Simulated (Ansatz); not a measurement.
Process, species as SMILES: O=[O+][O-] → O3- (doublet, bonded as O=[O+][O-]) (an electron is taken up)
B3LYP-D3(BJ)/def2-TZVP geometries, fixed; electronic energies without zero-point terms; positive where energy is released.
Largest species:
```xyz
3

O     -0.0102     1.0756    -0.2169
O      0.0093     0.0011     0.4285
O      0.0009    -1.0767    -0.2116
```

Basis-set convergence of the adiabatic electron affinity at PBE with Ansatz (a first-principles code). Cartesian d functions, on some or all atoms, in 6-31G**; all else is spherical. The program fits the integrals of some runs and decomposes those of others, by size. Open shells are unrestricted. No added dispersion term, no relativity. Functions are those of the species that has most. Reference: the value in aug-pcseg-3, 2.223 eV, itself unsure by roughly 0.002 eV (its mean distance from aug-cc-pVQZ, def2-QZVPPD). Deviations are taken from unrounded values.

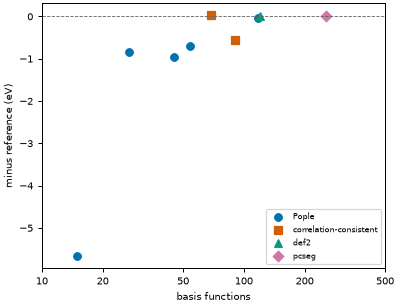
Fig. 1. Deviation from the reference against the number of basis functions, by family of sets.

| basis | functions | adiabatic electron affinity (eV) | minus reference (eV) |
|---|---|---|---|
| STO-3G | 15 | -3.444 | -5.667 |
| 3-21G | 27 | 1.390 | -0.833 |
| 6-31G** | 45 | 1.252 | -0.971 |
| 6-311G** | 54 | 1.523 | -0.700 |
| aug-cc-pVDZ | 69 | 2.249 | 0.026 |
| cc-pVTZ | 90 | 1.661 | -0.563 |
| 6-311++G(3df,3pd) | 117 | 2.187 | -0.036 |
| def2-TZVPPD | 120 | 2.227 | 0.004 |
| aug-pcseg-3 | 255 | 2.223 | 0.000 |
